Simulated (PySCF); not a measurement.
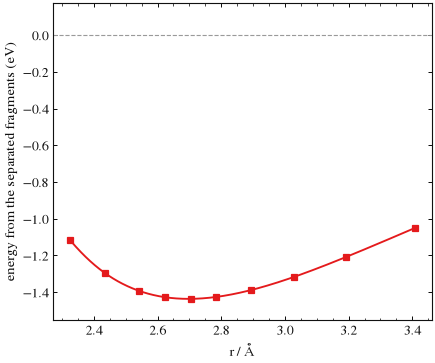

Bond curve of a diatomic species. PBE0, Gaussian basis in PySCF, UKS. One reference determinant with the occupation held, the lowest that a PBE0 search over spins and occupations found; no spin-orbit coupling. Zero is the separated fragments in their ground configurations, without counterpoise. 2 further points of the run are not drawn.

Which species is it?
A. AlH⁺, doublet
B. GeB, quartet
C. NaSi, quartet

Answer. Option C, NaSi, quartet (excess alpha electrons: σ +1, πx +1, πy +1). A fit to the curve gives re = 2.698 Å, ωe = 257 cm⁻¹, ωexe = 1.4 cm⁻¹, De = 1.44 eV (PBE0/def2-TZVP).

Note: lowest determinant of a PBE0 search, another state may lie lower.
